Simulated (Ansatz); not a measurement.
# CH₅FSi: what the fields show

```yaml
atoms:
  - { symbol: Si, position_ang: [0.1928, -0.0439, 0.1297] }
  - { symbol: H, position_ang: [0.5557, -0.2619, 1.5728] }
  - { symbol: H, position_ang: [1.4360, 0.2074, -0.6785] }
  - { symbol: F, position_ang: [-0.7331, 1.3116, 0.0495] }
  - { symbol: C, position_ang: [-0.7700, -1.4990, -0.5527] }
  - { symbol: H, position_ang: [-1.6852, -1.6909, 0.0424] }
  - { symbol: H, position_ang: [-1.0686, -1.3238, -1.6059] }
  - { symbol: H, position_ang: [-0.1414, -2.4135, -0.5219] }
```

Theory: Ansatz, RKS PBE-D4/def2-SVP.

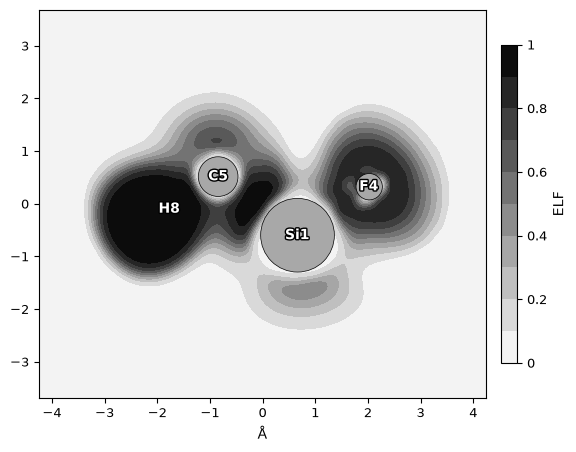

Figure 1. ELF on the plane of atoms F4, Si1 and C5. Grey discs cover the atomic cores.

### Read the bonding off the picture.

The section cuts through Si, F, C and H sites. Si–F (1.64 Å): the ELF peaks at about 0.85 in the valence shell of F, 0.6 Å from its nucleus, and is about 0.45 at the midpoint. C–Si (1.87 Å): the ELF peaks at about 0.95 between the atoms; a shared electron pair. C–H (1.11 Å): the ELF climbs to about 1 towards the hydrogen, as it does in any bond to H (a covalent bond by its length). The ELF also peaks beside F4, away from the bonds: lone-pair regions.

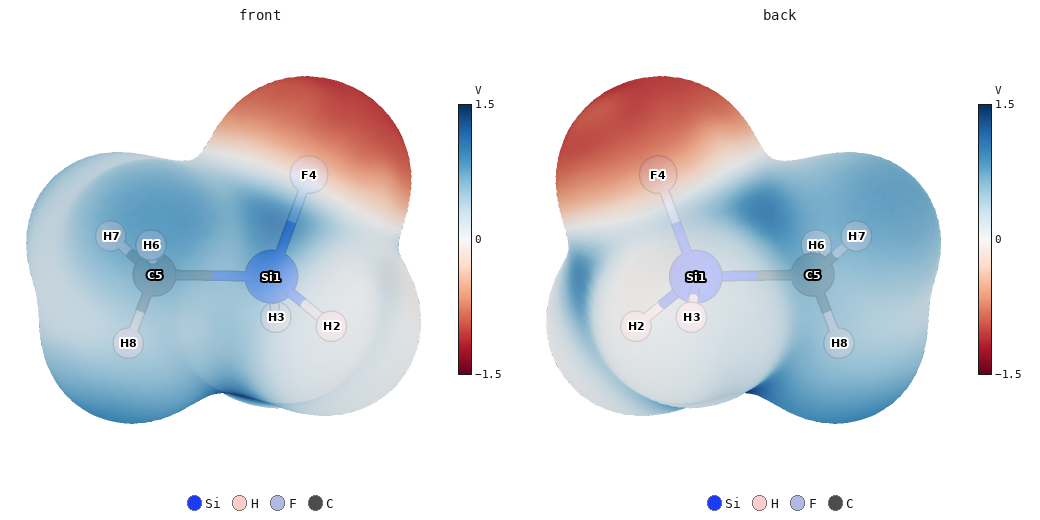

Figure 2. The molecular electrostatic potential painted on the density surface at 0.002 e/bohr³, seen from the front and from behind; the colour scale runs from red (negative) to blue (positive).

### Where is the surface potential most negative and most positive?

The most negative region (about −1.1 V) lies over F4, the most positive (about +1.4 V) over Si1.

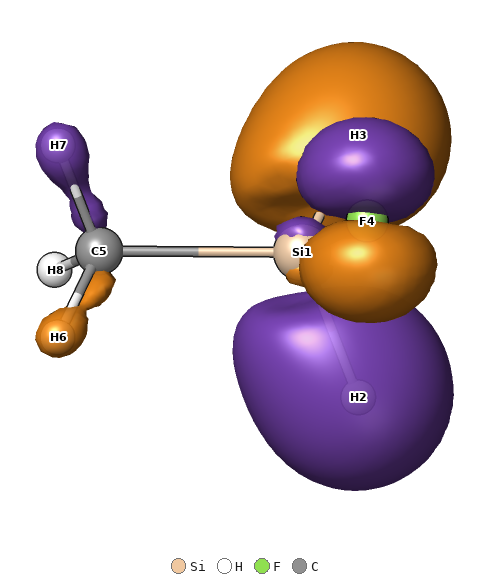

Figure 3. The HOMO−1 at ±0.15 Å⁻³ᐟ² (orange and purple are the two phases), seen from one side.

### What is the character of this orbital?

It lies mainly on Si1 (about 30 %), H2 (about 20 %), H3 (about 20 %) and F4 (about 20 %). Its energy is −7.75 eV.

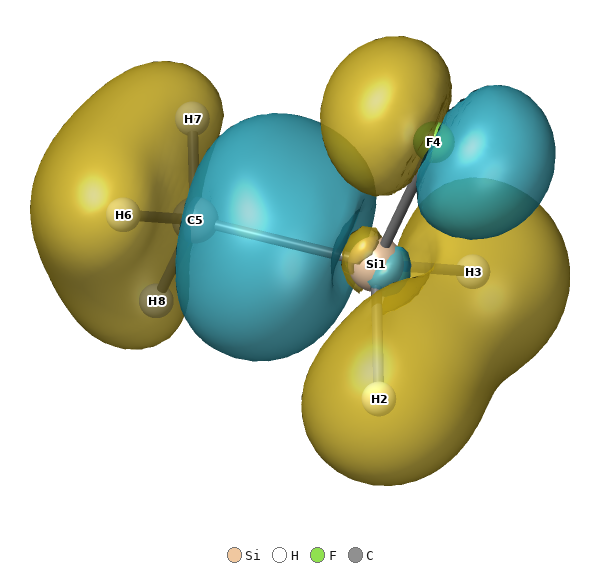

Figure 4. The HOMO at ±0.08 Å⁻³ᐟ² (yellow and cyan are the two phases), seen at a tilt.

### What is the character of this orbital?

It lies mainly on C5 (about 35 %), Si1 (about 25 %), F4 (about 20 %), H2 (about 5 %) and H3 (about 5 %). Its energy is −7.69 eV.
